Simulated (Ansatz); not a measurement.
**HfS2: pressure series**

Base system: HfS2 in the CdI2 type structure (space group P-3m1, No. 164; layered, stacked along the Cartesian z axis).

```xyz
3
Lattice="3.6057 0.0000 0.0000 -1.8029 3.1226 0.0000 0.0000 0.0000 5.7676" Properties=species:S:1:pos:R:3 pbc="T T T"
Hf     0.0000     0.0000     0.0000
S      0.0000     2.0818     1.4564
S      1.8029     1.0409     4.3112
```

Cell and atoms are relaxed at each pressure.

Level of theory: Ansatz (an electronic-structure program) PBE-D3(BJ), without spin-orbit coupling.

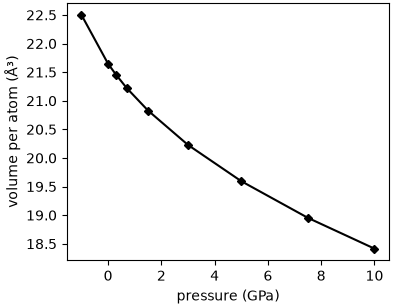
Figure: Volume per atom against pressure

```json
[
 {"pressure (GPa)": "-1", "volume per atom": "22.50 Å³"},
 {"pressure (GPa)": "0.3", "volume per atom": "21.45 Å³"},
 {"pressure (GPa)": "0.7", "volume per atom": "21.22 Å³"},
 {"pressure (GPa)": "1.5", "volume per atom": "20.83 Å³"},
 {"pressure (GPa)": "3", "volume per atom": "20.23 Å³"},
 {"pressure (GPa)": "5", "volume per atom": "19.59 Å³"},
 {"pressure (GPa)": "7.5", "volume per atom": "18.95 Å³"},
 {"pressure (GPa)": "10", "volume per atom": "18.41 Å³"}
]
```

The mesh was chosen for an insulator and is coarse for the gapless case. Load acts through the strain it causes; cell and atoms are relaxed under it. Whether these cells are dynamically stable was not tested. No other phases were tried under pressure. The final runs are not spin-polarised.
